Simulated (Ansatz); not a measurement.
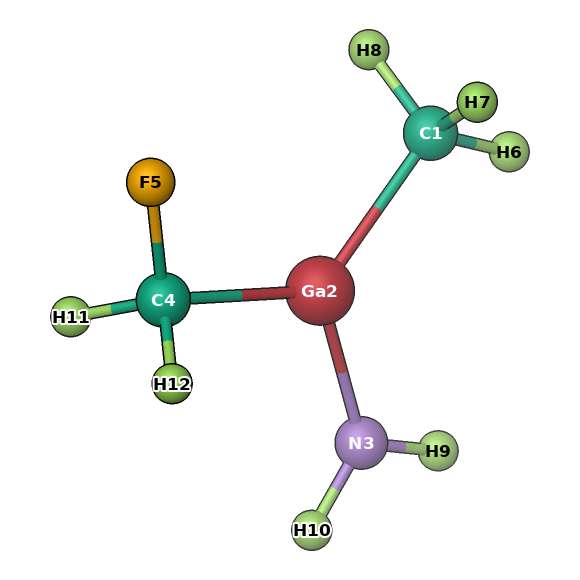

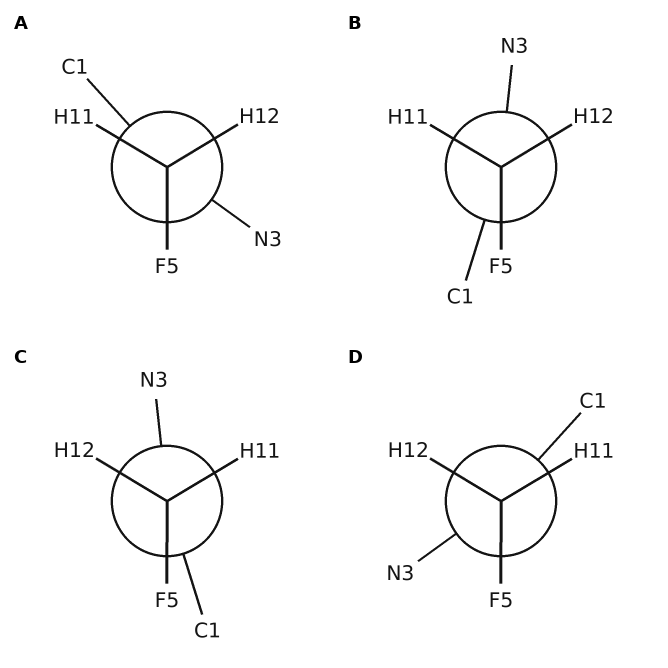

Depth is shown by fading: the farther an atom, the more it takes the colour of the background. Bonds that would overlap in a projection are set slightly apart. Computed geometry: PBE-D4/def2-SVP optimisation. No frequency run is at hand to confirm it as a minimum.

Q: Which Newman projection shows the view along C4–Ga2, with C4 in front?

A: C. The torsion angle F5–C4–Ga2–N3 is 174°, antiperiplanar (anti).
